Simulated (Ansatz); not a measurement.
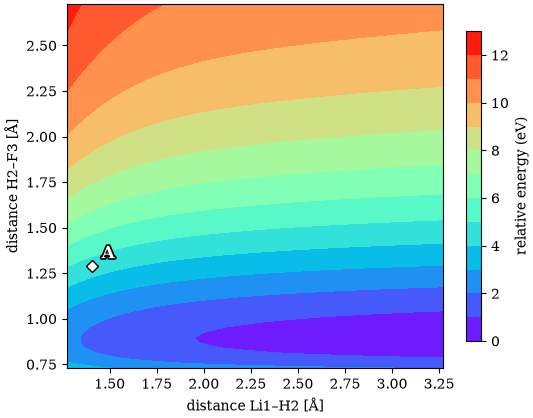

The system Li⁺ + HF. 
- Coordinates scanned: (1) distance Li1–H2; (2) distance H2–F3.
- Nothing is relaxed (the angle Li1–H2–F3 is fixed at 180 degrees).
- The grid has 17 × 17 points.
- All energies are given in eV relative to Li with charge +1 far from the relaxed HF (each part in its own basis).
- The reference is spin-restricted, so regions where a bond is pulled apart into radicals lie too high.
- All numbers below come from RHF/aug-cc-pVTZ in Ansatz.

Drawn: filled contours, the point A. Between grid points the surface is interpolated.

Q: Is A at rest? If not, where is it pushed?

A: A, at distance Li1–H2 = 1.406 Å, distance H2–F3 = 1.287 Å, is not a stationary point. The computed force is 3 eV for each Å towards larger values of distance Li1–H2 and 8.7 eV for each Å towards smaller values of distance H2–F3.
